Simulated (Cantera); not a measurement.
Input: 1 mol CS2, a varied amount of SO2, 0.72 mol N2, held at 1700 K and 0.0430 bar.

These are equilibrium values from Cantera (NASA tables, ideal gas, pure condensed phases), not measurements of a reactor. Candidate condensed phases: C, S; 35 gas species. Kinetics and transport are ignored.

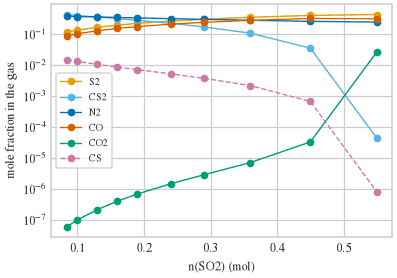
*Equilibrium gas composition (values under 1e-9 drawn at 1e-9)*

Question: Read off the mole fractions at 0.55 mol SO2.

Answer: S2 about 0.42, CO about 0.30, N2 about 0.24, CO2 about 0.026, CS2 about 4.3e-5, CS about 7.8e-7.
